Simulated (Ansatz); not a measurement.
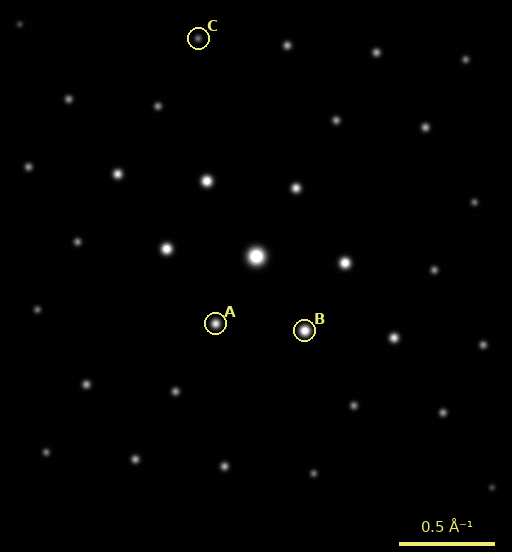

The pattern is a kinematic simulation for 200 kV electrons (no multiple scattering; isotropic B = 0.5 Å²). The zone axis points towards the electron source and the pattern is seen from the source side.

The sample is Re, space group P6_3/mmc (No. 194), a = 2.778 Å, c = 4.481 Å (hexagonal axes). Structure: the geometry relaxed at fixed volume with DFT PBE, spin-orbit coupling, plane waves, PAW in Ansatz 0.2.0.

```tsv
atom	site	symmetry	x	y	z
Re	2d	-6m2	0.3333	0.6667	0.7500
```

Spot A is indexed 0 -1 0 and spot B 1 -1 -1.

> What are the indices of the remaining marked spot?

C = −A − 2B = -2 3 2 (d = 0.843 Å).

> Find the zone axis.

The cross product of A and B is parallel to [101]; every spot obeys hu + kv + lw = 0.

> What are the spacings of A and B and the angle between them?

d(A) = 2.406 Å, d(B) = 2.120 Å, and the angle is 63.9°.
